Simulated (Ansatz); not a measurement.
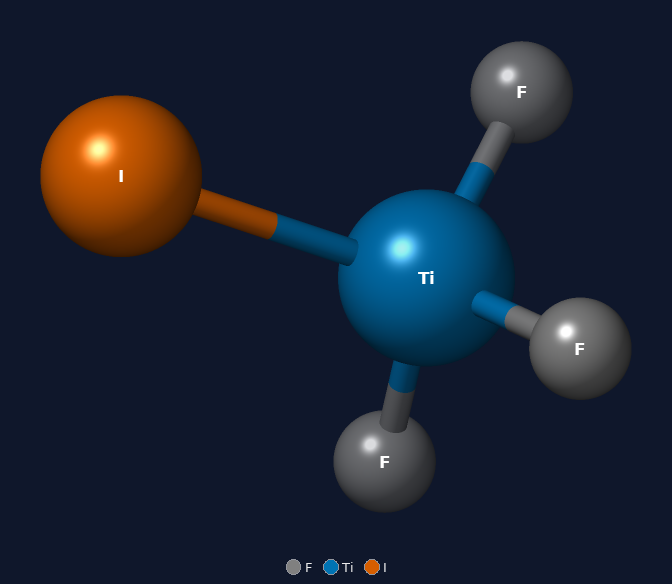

The species is neutral and a spin singlet. The geometry was computed by an optimisation with PBE0-D4/def2-TZVP. Program: Ansatz 0.2.0.

Tabulate HOMO energy (eV), dipole (D), HOMO–LUMO gap (eV) at these levels: B3LYP-D4/def2-TZVPP; PBE-D4/def2-TZVPP; r2SCAN-D4/def2-TZVPP; ωB97M-V/def2-TZVPP.

```tsv
level	HOMO energy (eV)	dipole (D)	HOMO–LUMO gap (eV)
B3LYP-D4/def2-TZVPP	−8.27	0.67	4.64
PBE-D4/def2-TZVPP	−7.35	0.55	3.16
r2SCAN-D4/def2-TZVPP	−7.67	0.51	3.47
ωB97M-V/def2-TZVPP	−10.56	0.30	9.38
```
